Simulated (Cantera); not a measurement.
Charge: 1 mol Si, a varied amount of NF3, equilibrated at 673.15 K and 10.0 Torr.

Cantera equilibrium calculation (NASA polynomials, part measured and part estimated; ideal gas, pure solids and liquids). Candidate condensed phases: Si, Si3N4; 16 gas species. Kinetics and transport are ignored.

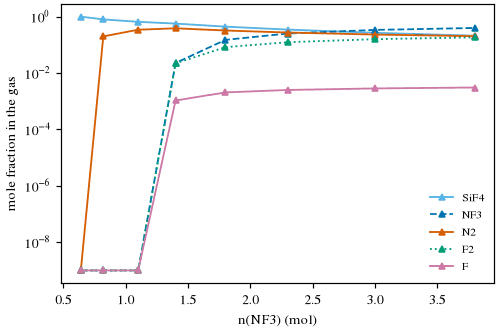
*Equilibrium gas composition (values under 1e-9 drawn at 1e-9)*

At 0.64 mol NF3 the condensed part is Si(s) + Si3N4(s). From 0.82 mol NF3 to 1.1 mol NF3 the condensed part is Si3N4(s). From 1.4 mol NF3 to 3.8 mol NF3 nothing is condensed. The main Si-bearing gas is SiF4 throughout.
